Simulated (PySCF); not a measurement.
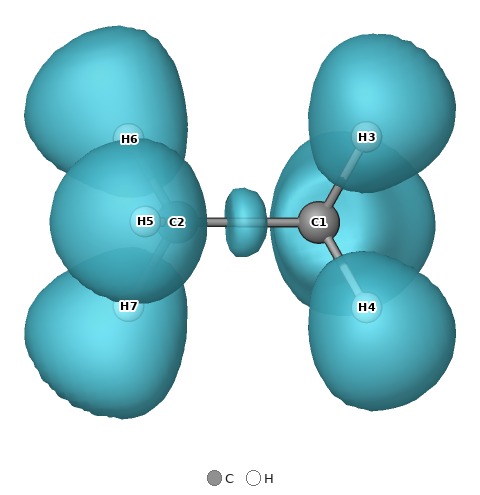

*C₂H₅ (charge −1). Isosurface of the electron localisation function at 0.85 (cyan), seen across its widest extent. Only the valence region is drawn (cores and ρ < 0.01 e/Å³ removed).*

Geometry: PBE0-D3(BJ)/ma-def2-SVP.

The calculation used DFT single point, gas phase, functional PBE0 (PySCF).

Input

```
{"job": {"kind": "sp", "xc": "PBE0", "basis": "ma-def2-TZVP", "d3": "d3bj", "grid": 2}, "charge": -1, "multiplicity": 1}
C      0.845988    -0.255160    -0.374365
C     -0.569580     0.133544     0.019970
H      1.560970     0.571083    -0.163361
H      1.192398    -1.143099     0.200245
H     -0.788013     0.408168     1.098315
H     -0.928909     1.006024    -0.563790
H     -1.292365    -0.676564    -0.208847
```

Run with:

```sh
OMP_NUM_THREADS=1 python redox_run.py task.json out
```

Q: What do the ELF domains correspond to?

A: At this value the surface marks out one region between bonded C–C atoms (shared pairs), five regions around hydrogen nuclei and one lobe on C, pointing away from the bonds (lone pairs).

Values along the shortest contacts:
C–C (1.52 Å): the ELF peaks at about 0.95 between the atoms, as expected for localised, covalent bonding. C–H (1.11 Å): the ELF climbs to about 1 towards the hydrogen, as it does in any bond to H (a covalent bond by its length).
